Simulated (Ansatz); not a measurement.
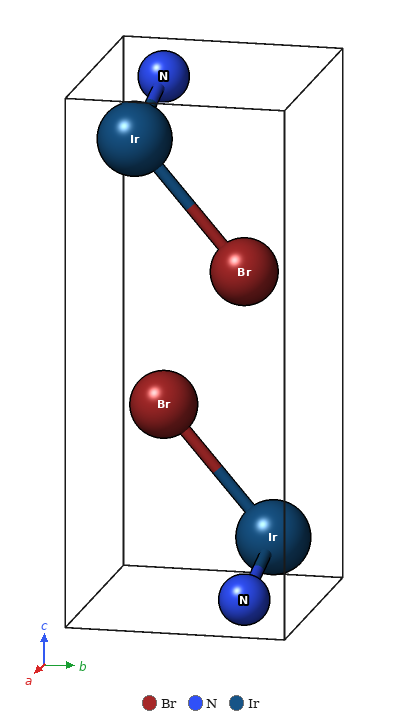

Ball-and-stick model, viewed slightly off an axis. The parallelepiped is the simulation cell.

```yaml
crystal:
  lattice:
    - [3.99330, 0.00000, 0.00000]
    - [0.00000, 3.45432, 0.00000]
    - [0.00000, 0.00000, 8.38529]
  atoms:
    - { symbol: Br, position: [0.25000, 0.25000, 0.33930] }
    - { symbol: Br, position: [0.75000, 0.75000, 0.66070] }
    - { symbol: N, position: [0.25000, 0.25000, 0.95900] }
    - { symbol: N, position: [0.75000, 0.75000, 0.04100] }
    - { symbol: Ir, position: [0.25000, 0.75000, 0.10000] }
    - { symbol: Ir, position: [0.75000, 0.25000, 0.90000] }
```

All computed values are from DFT, PAW plane waves, PBE, spin-orbit (Ansatz). Settings: 420 eV cutoff, the zone sampled with 6×7×3 points, Fermi-Dirac smearing of 0.1 eV, spinor wavefunctions.

> How are the electrons shared out in a Bader analysis?

Ir +1.12 e; Br -0.26 e; N -0.86 e.

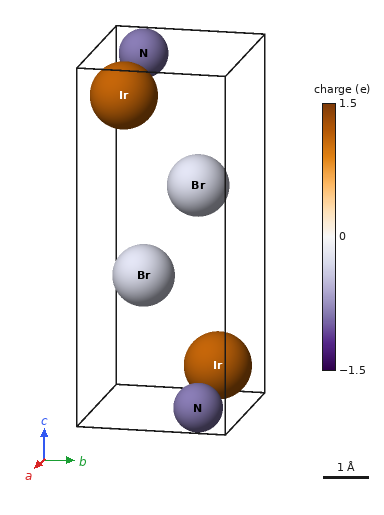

The atoms coloured by those charges.

The model is a generated cell, made by putting these elements into a known structure type (the compound may or may not exist in this form); its atoms and cell weren't optimised. It went into a calculation with Ansatz.

At this level of theory the cell isn't at rest (forces up to 0.9 eV/Å), so its distances can differ from those at equilibrium, the more so the softer the solid.
